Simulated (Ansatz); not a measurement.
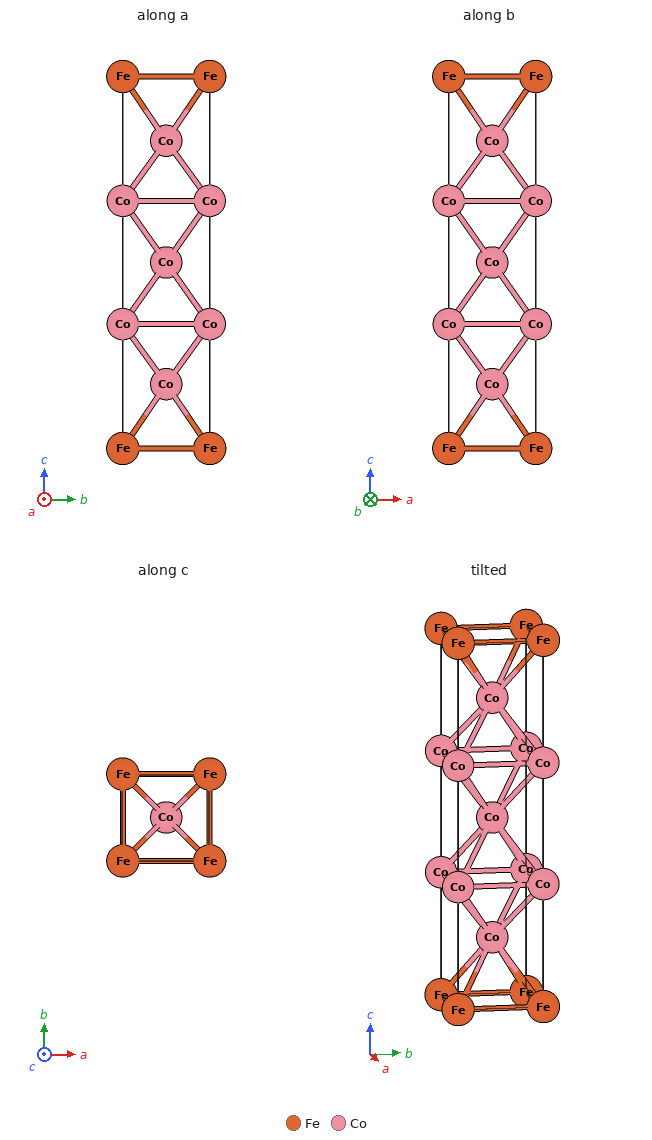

The crystal in a ball-and-stick representation, seen along the a axis, along the b axis, along the c axis and slightly off an axis. The conventional unit cell is outlined; an atom on or near a face, edge or corner is repeated at each equivalent position.

Lattice parameters: a = 2.4941 Å, b = 2.4941 Å, c = 10.6763 Å, α = 90.000°, β = 90.000°, γ = 90.000°.

Write the structure as a CIF in P1 with every atom of the cell, with free fractional coordinates to two decimals.

Answer.
```cif
data_structure
_symmetry_space_group_name_H-M 'P 1'
_symmetry_Int_Tables_number 1
_cell_length_a 2.4941
_cell_length_b 2.4941
_cell_length_c 10.6763
_cell_angle_alpha 90.000
_cell_angle_beta 90.000
_cell_angle_gamma 90.000
_cell_volume 66.41
loop_
_atom_site_label
_atom_site_type_symbol
_atom_site_fract_x
_atom_site_fract_y
_atom_site_fract_z
_atom_site_occupancy
Fe1 Fe 0.00 0.00 0.00 1
Co1 Co 0.50 0.50 0.83 1
Co2 Co 0.00 0.00 0.67 1
Co3 Co 0.50 0.50 0.50 1
Co4 Co 0.00 0.00 0.33 1
Co5 Co 0.50 0.50 0.17 1
```

The structure was taken from a structure type filled with these elements by a generator (whether the compound takes this form wasn't checked). Earlier steps of the study, as a rule a relaxation of our own, may have changed the cell and positions, so they can lie some per cent off the listed ones. It went into a calculation with Ansatz.
